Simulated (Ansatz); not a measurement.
Band structure of Ni₂Sn₄Au (R-3m, 7 atoms in the cell).

```xyz
7
Lattice="2.1197 1.2238 8.8745 -2.1197 1.2238 8.8745 0.0000 -2.4476 8.8745" Properties=species:S:1:pos:R:3 pbc="T T T"
Ni     0.0000     0.0000    10.6654
Ni     0.0000     0.0000    15.9580
Sn     0.0000     0.0000     7.9740
Sn     0.0000     0.0000    18.6495
Sn     0.0000     0.0000     2.9546
Sn     0.0000     0.0000    23.6688
Au     0.0000     0.0000    13.3117
```

Method of the run: PBEsol, PAW files made with PBE (plane waves; Ansatz, an electronic-structure program).

Settings: kpoints.mp_grid.grid = 4 4 4; hamiltonian.xc = pbesol; hamiltonian.pseudopotentials = {kind: paw} (the program's default PAW files); scf.occupations.method = fermi_dirac; scf.occupations.width = 0.0073 Ry; kpoints.band_path.path = [[0.0, 0.0, 0.0], [0.5, 0.0, 0.0], [0.5, 0.17934409, -0.17934409]]; kpoints.band_path.npoints = 8.

The starting cell comes from a database of computed structures (which also holds hypothetical and non-ambient phases and stackings), without a prior relaxation at this level. Spin-orbit coupling is off. Spin polarisation is off.

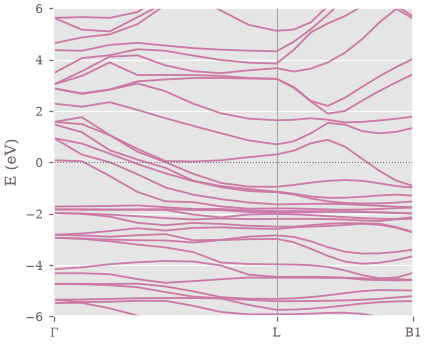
Bands along the path, energies from the Fermi level.

Levels in eV from the Fermi level, bands 53 to 60:
```csv
point,53,54,55,56,57,58,59,60
Γ,0.95,0.95,1.49,1.58,1.58,2.29,2.88,2.88
L,-1.63,-1.16,-1.14,-0.95,0.31,0.70,1.64,3.26
B1,-1.74,-1.52,-1.29,-0.98,-0.92,1.35,1.79,3.45
```

Bands cross the Fermi level along this path, so the cell is metallic at this level.

Keys are those of Ansatz 0.2.
